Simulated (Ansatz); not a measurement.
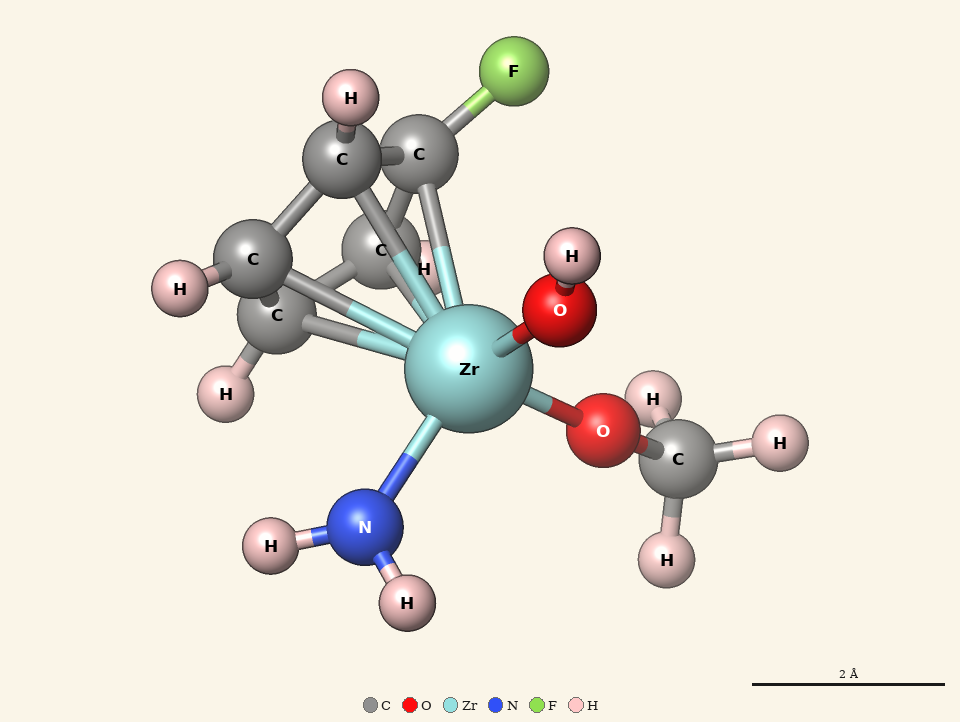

Atoms fade into the background with distance from the viewer. The species is neutral and a spin singlet. The computed structure is the end point of a PBE0-D4/def2-TZVP optimisation. No frequency run is at hand to confirm it as a minimum. Masses are those of the most abundant isotopes; constants are for the rigid equilibrium geometry.

> What kind of rotor is it, and what are its rotational constants in cm⁻¹?

An asymmetric top (C1): A = 0.0338, B = 0.0274, C = 0.0228 cm⁻¹. Ray's parameter κ is −0.16, midway between the limits.
